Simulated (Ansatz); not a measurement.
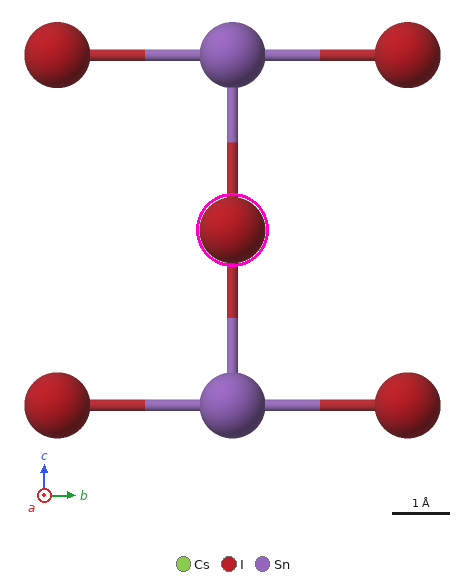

Perfect CsSnI3. The picture is a ball-and-stick view of the atoms within 6.0 Å of one point, in a slice 5.0 Å thick across the line of sight, seen along the a axis.

These are results of Ansatz 0.2.0, DFT, PBEsol, PAW, plane waves, not measurements. (plane-wave cutoff 420 eV; k-point mesh 1 × 1 × 1; mesh shifted by (0.25, 0.25, 0.25); no spin polarisation) Fermi-Dirac smearing of 0.01 eV. The axes drawn are those of the host's conventional cell.

An iodine atom is replaced by caesium at the ringed place, in charge state 0. The supercell has 40 sites, and the atoms are relaxed at the host's cell.

Q: Predict the relaxed surroundings of the defect.

A: In the host the I atom has 2 Sn at 3.08 Å; the Cs atom ends with 2 Sn at 3.75 to 3.77 Å, 1 Cs at 3.77 Å, 3 I at 3.89 to 3.96 Å. Of the host's atoms, a caesium atom moves furthest from its site, by 1.23 Å. The Cs atom itself moves 1.80 Å from where it was put.

The relaxed defect, seen from the same direction:

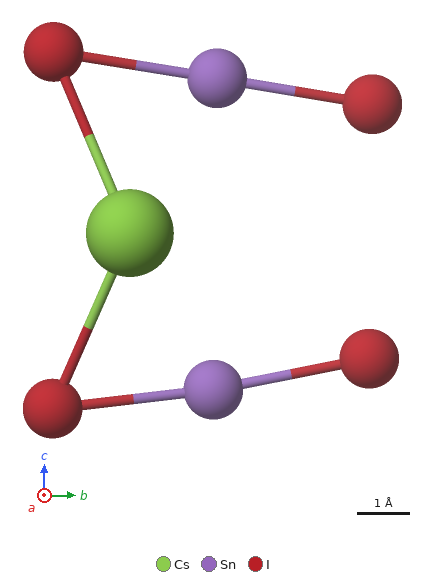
